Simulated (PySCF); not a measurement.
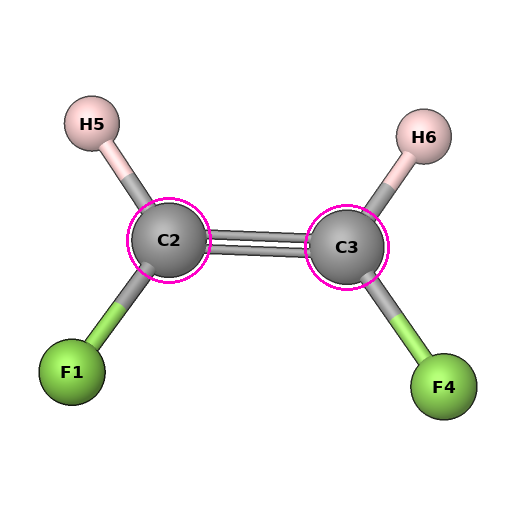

Atoms fade into the background with distance from the viewer. Circles mark the stereogenic atoms. Computed geometry: PBE0-D3(BJ)/def2-SVP optimisation. No frequency run is at hand to confirm it as a minimum.

**Assign CIP descriptors.**

C2=C3: Z.

**Give a SMILES with the stereochemistry.**

F/C=C\F
